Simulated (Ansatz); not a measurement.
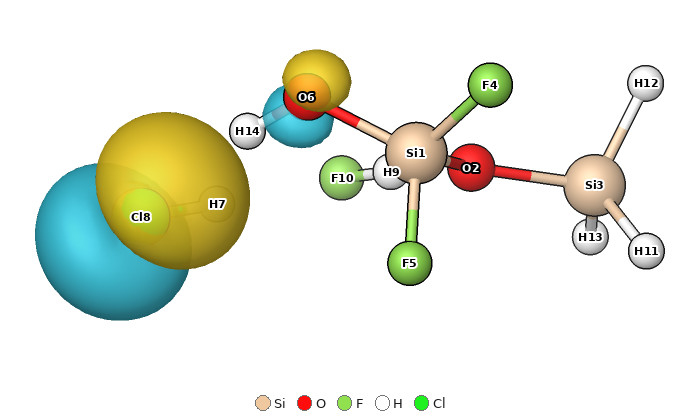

F2H4O2Si2···HCl···HF. The HOMO−1 at ±0.15 Å⁻³ᐟ² (yellow and cyan are the two phases), seen from one side.

The reactant side of a reaction path; geometry: PBE0-D4/def2-TZVP.

All numbers below come from RKS PBE0-D4/def2-TZVPP (Ansatz 0.2.0).

```xyz
14

Si   -1.0302    0.8448    0.4761
O    -0.0546    0.1313   -0.6291
Si    0.3040    0.4915   -2.2289
F    -2.3238    1.3294   -0.2755
F    -0.2793    2.1248    1.0057
O    -1.4546   -0.1607    1.6369
H     1.2995   -1.7175    2.1026
Cl    1.0020   -1.3585    3.3173
H     0.8042   -1.1363   -0.0588
F     1.3275   -1.8327    0.3209
H     0.3403    1.9633   -2.3857
H    -0.7380   -0.1041   -3.0940
H     1.6263   -0.1139   -2.4943
H    -0.8232   -0.4614    2.3067
```

> Where does this orbital lie, and at what energy?

Its weight (Hirshfeld) is mainly on Cl8 (about 90 %); largely a lone pair of Cl8. Its energy is −9.75 eV.
